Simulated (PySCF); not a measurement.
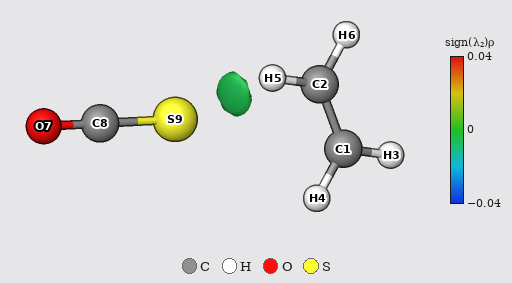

C$_{3}$H$_{4}$OS, SMILES `C=C.O=C=S`. Non-covalent interaction surfaces between the fragments (reduced density gradient s = 0.6, coloured by sign(λ₂)ρ in a.u.; trimmed to the region between the fragments where ρ is under 0.06 a.u.). Fragment A: H4C2 (atoms 1–6); fragment B: CSO.

Level of theory: HF/def2-SVP (PySCF), at a geometry from GFN2-xTB. GFN2-xTB bond lengths at metals and heavier atoms can be off by up to 0.1 Å and shapes distorted, which carries into these values.

Input script:

```python
import numpy as np
from pyscf import gto, scf, dft
from pyscf.scf import atom_ks, atom_hf
from scipy.linalg import block_diag
from pyscf.dispersion import dftd3

def solve(mol, dm0=None, hcore=None):
    mf = scf.UHF(mol) if mol.spin else scf.RHF(mol)
    mf = mf.density_fit(auxbasis='def2-universal-jkfit')
    mf.conv_tol, mf.max_cycle = 1e-8, 80
    if hcore is not None:
        mf.get_hcore = lambda *args: hcore
    mf.kernel(dm0)
    if not mf.converged:
        mf = mf.newton().run(mf.mo_coeff, mf.mo_occ, max_cycle=30)
    assert mf.converged, 'SCF not converged'
    return mf

mol = gto.M(atom='''
C     -3.64992    -0.58179     0.08793
C     -3.09095     0.60754     0.16171
H     -4.71606    -0.70657    -0.00959
H     -3.06879    -1.48880     0.12063
H     -2.02481     0.73190     0.25826
H     -3.67172     1.51483     0.12879
O      3.40906    -0.08988     0.35086
C      2.29338    -0.03281     0.06130
S      0.80587     0.04438    -0.32317
''', basis='def2-svp', charge=0, spin=0, verbose=4)
mol_a = gto.M(atom='''
C     -3.64992    -0.58179     0.08793
C     -3.09095     0.60754     0.16171
H     -4.71606    -0.70657    -0.00959
H     -3.06879    -1.48880     0.12063
H     -2.02481     0.73190     0.25826
H     -3.67172     1.51483     0.12879
ghost-O      3.40906    -0.08988     0.35086
ghost-C      2.29338    -0.03281     0.06130
ghost-S      0.80587     0.04438    -0.32317
''', basis='def2-svp', charge=0, spin=0, verbose=4)
mol_b = gto.M(atom='''
ghost-C     -3.64992    -0.58179     0.08793
ghost-C     -3.09095     0.60754     0.16171
ghost-H     -4.71606    -0.70657    -0.00959
ghost-H     -3.06879    -1.48880     0.12063
ghost-H     -2.02481     0.73190     0.25826
ghost-H     -3.67172     1.51483     0.12879
O      3.40906    -0.08988     0.35086
C      2.29338    -0.03281     0.06130
S      0.80587     0.04438    -0.32317
''', basis='def2-svp', charge=0, spin=0, verbose=4)
ab, a, b = solve(mol), solve(mol_a), solve(mol_b)
e_int = ab.e_tot - a.e_tot - b.e_tot
print('counterpoise-corrected interaction energy / kcal/mol', e_int * 627.5095)
def disp(atoms, charge):
    m = gto.M(atom=atoms, charge=charge, basis='sto-3g', spin=None, unit='Bohr', verbose=0)
    return dftd3.DFTD3Dispersion(m, xc='hf', version='d3bj').get_dispersion()['energy']
e_disp = disp(mol._atom, mol.charge) - disp(mol._atom[:6], mol_a.charge) - disp(mol._atom[6:], mol_b.charge)
print('D3(BJ) part / kcal/mol', e_disp * 627.5095)
# spherically averaged free atoms, for the promolecule
atm = scf.atom_hf.get_atm_nrhf(mol)
pro = block_diag(*[(atm[a[0]][2] * atm[a[0]][3]) @ atm[a[0]][2].T for a in mol._atom])
np.savez('result.npz', e_int=e_int, e_disp=e_disp, dm_a=a.make_rdm1(), dm_b=b.make_rdm1(), c=ab.mo_coeff, occ=ab.mo_occ, eps=ab.mo_energy, pro=pro, d=[f.dip_moment(verbose=0) for f in (ab, a, b)])
```

Command:

```sh
OMP_NUM_THREADS=1 python input.py
```

The run took 7.3 s on 1 thread of AMD EPYC (Zen 3), with other jobs on the host, peak memory 0.18 GiB.

Partitions, critical points and surface values were worked out afterwards from this run's density.

Question: Interpret the surfaces between the fragments.

Answer: Bond critical points between the fragments: H5···S9, weak C–H hydrogen bond, 2.97 Å, ρ = 0.005 a.u. It is weak and appears green, as weak hydrogen bonds do. The pose is a local one from a semi-empirical search, not shown to be the most stable.

Question: How strongly are they bound?

Answer: The counterpoise-corrected interaction energy of the frozen fragments is +0.6 kcal/mol without dispersion correction and −0.6 kcal/mol with D3(BJ). The pair geometry is semi-empirical, not a minimum at this level.
